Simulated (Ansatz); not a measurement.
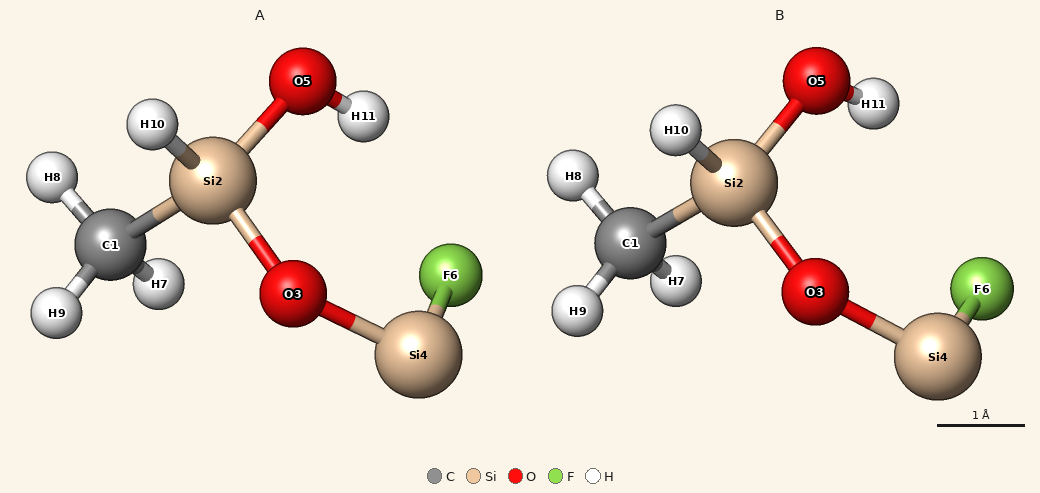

Two geometries of CH₅FO₂Si₂, drawn at one scale. One is the start of a relaxation, the other its converged end. A ball-and-stick model, seen at a tilt.

These are results of RKS PBE0-D4/def2-TZVP (Ansatz), not measurements. (force threshold 0.005 eV/Å; at most 150 steps)

Q: Which geometry has the lower energy?

A: Structure B is the relaxed one. The start comes from PBE-D4/def2-SVP. The energy falls by 14.6 kJ/mol in 11 geometry steps. Largest force component: 1.4 eV/Å at the start, 0.0028 eV/Å at the end. F6 moves most after the best rigid fit: 0.23 Å. By element the largest moves are F 0.23 Å, H 0.21 Å, O 0.09 Å, Si 0.07 Å, C 0.02 Å. Some distances before and after: Si4–F6 1.688 → 1.631 Å, Si2–O3 1.717 → 1.665 Å, O3–Si4 1.666 → 1.625 Å, Si2–O5 1.671 → 1.637 Å. Bond angles that change, for instance: Si2–O3–Si4 134.1° → 141.2°, Si2–O5–H11 112.0° → 117.3°.
